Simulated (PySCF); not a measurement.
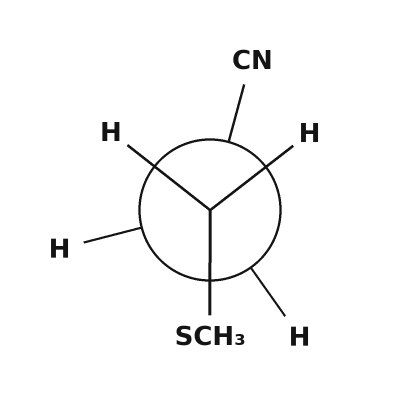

A Newman projection along the C–C bond, carbon in front; angles are drawn as computed, but eclipsed bonds slightly apart. Geometry: a frame of a GFN2-xTB molecular-dynamics simulation, not a minimum.

> Which molecule is it?

C4H7NS, CSCCC#N

> What is the torsion angle from the front SCH3 to the back CN? The sign is positive where the front bond must turn clockwise to cover the back bond.

−165°, antiperiplanar (anti).
